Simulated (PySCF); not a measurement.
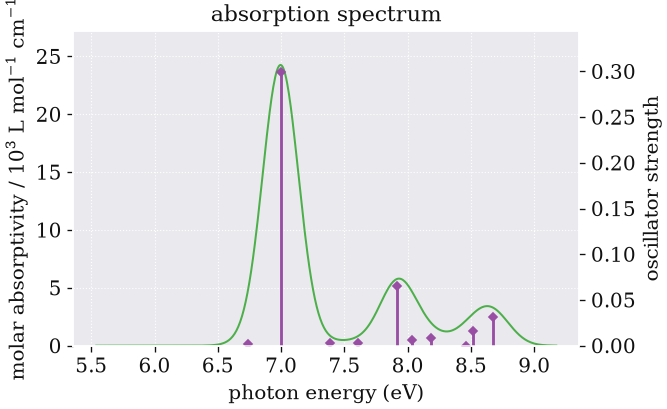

Computed absorption of C₃H₅F₃Si, SMILES C=C([SiH3])C(F)(F)F. Vertical TDDFT excitations, B3LYP/def2-SVPD in PySCF, at a PBE0-D3(BJ)/def2-SVP geometry (no frequency check), gas phase. Only the first 10 singlet excitations are included; each is broadened by a Gaussian of 1/e half-width 0.20 eV. Sticks give oscillator strengths (right axis).

Question: Where is the lowest singlet, and is it bright?

Answer: S1 lies at 6.74 eV (184 nm) with f = 0.002, mainly HOMO−1 → LUMO (96 %); it is dark or nearly so.

Question: List the transitions behind the spectrum.

Answer:
| state | E (eV) | λ (nm) | f | main character |
| --- | --- | --- | --- | --- |
| S1 | 6.74 | 184 | 0.002 | HOMO−1 → LUMO (96 %) |
| S2 | 7.00 | 177 | 0.299 | HOMO → LUMO (87 %) |
| S3 | 7.39 | 168 | 0.003 | HOMO−2 → LUMO (98 %) |
| S4 | 7.61 | 163 | 0.003 | HOMO → LUMO+1 (94 %) |
| S5 | 7.92 | 157 | 0.065 | HOMO−3 → LUMO (85 %) |
| S6 | 8.03 | 154 | 0.006 | HOMO → LUMO+2 (88 %) |
| S7 | 8.19 | 151 | 0.009 | HOMO → LUMO+3 (93 %) |
| S8 | 8.46 | 146 | 0.000 | HOMO−4 → LUMO (93 %) |
| S9 | 8.52 | 146 | 0.016 | HOMO → LUMO+4 (93 %) |
| S10 | 8.67 | 143 | 0.032 | HOMO → LUMO+5 (94 %) |

Note: states above the negative HOMO energy depend on the basis; core orbitals are frozen in the response.
